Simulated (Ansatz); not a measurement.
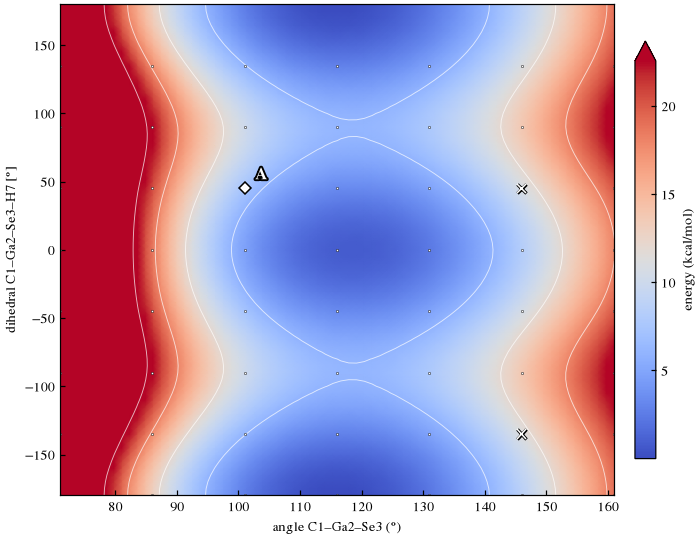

CH4GaSe, SMILES [CH3][Ga][SeH], spin multiplicity 2. 
- Coordinates scanned: (1) angle C1–Ga2–Se3; (2) dihedral C1–Ga2–Se3–H7.
- Nothing is relaxed (all other coordinates rigid).
- The grid has 7 × 8 points. At 2 points there is no value.
- Energies: kcal/mol, counted from the lowest grid point.
- Method: UHF/def2-TZVP in Ansatz.

Drawn: a smooth colour map with a few white contour lines, crosses at grid points without a value, dots at the grid points, one colour for all values above the top of the scale, the point A. Between grid points the surface is interpolated.

### Is A at rest? If not, where is it pushed?

A, at angle C1–Ga2–Se3 = 101°, dihedral C1–Ga2–Se3–H7 = 45°, is not a stationary point. The computed force is 0.5 kcal/mol for each degree towards larger values of angle C1–Ga2–Se3 and 0.093 kcal/mol for each degree towards smaller values of dihedral C1–Ga2–Se3–H7.
